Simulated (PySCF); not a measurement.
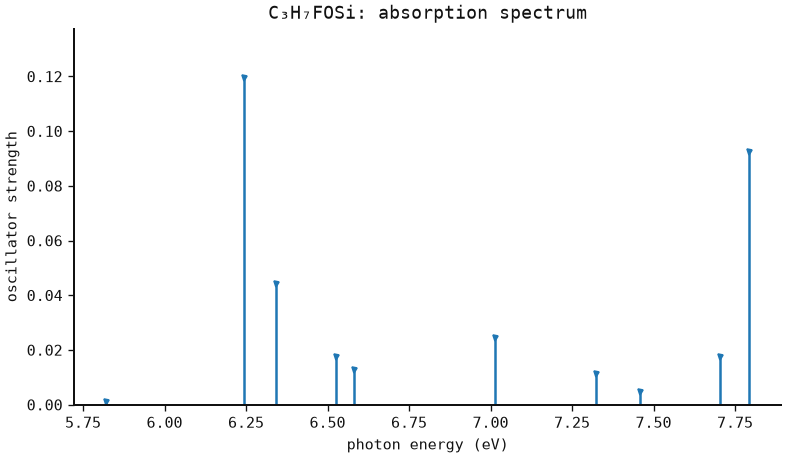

Computed absorption of C₃H₇FOSi, SMILES CO[C@@H]1[SiH2][C@@H]1F. Vertical TDDFT excitations, CAM-B3LYP/def2-SVPD with PySCF, at a PBE0-D3(BJ)/def2-SVP geometry (no frequency check), gas phase. Only the first 10 singlet excitations are included.

Does any vertical transition fall in the visible?

Answer. No singlet lies below 3.1 eV (beyond 400 nm), so at this level no vertical transition falls in the visible.

Where is the lowest singlet, and is it bright?

Answer. S1 lies at 5.82 eV (213 nm) with f = 0.001, mainly HOMO → LUMO+1 (71 %); it is dark or nearly so.

List the transitions behind the spectrum.

Answer.
```tsv
state	E (eV)	λ (nm)	f	main character
S1	5.82	213	0.001	HOMO → LUMO+1 (71 %)
S2	6.24	199	0.120	HOMO → LUMO (79 %)
S3	6.34	196	0.044	HOMO−1 → LUMO+1 (42 %)
S4	6.52	190	0.018	HOMO−1 → LUMO (34 %)
S5	6.58	188	0.013	HOMO → LUMO+3 (34 %)
S6	7.01	177	0.024	HOMO → LUMO+2 (55 %)
S7	7.32	169	0.011	HOMO−1 → LUMO+3 (43 %)
S8	7.46	166	0.005	HOMO → LUMO+5 (51 %)
S9	7.70	161	0.017	HOMO−2 → LUMO+1 (41 %)
S10	7.79	159	0.093	HOMO−1 → LUMO+2 (41 %)
```

Caveats: one conformer of a flexible molecule; core orbitals are frozen in the response.
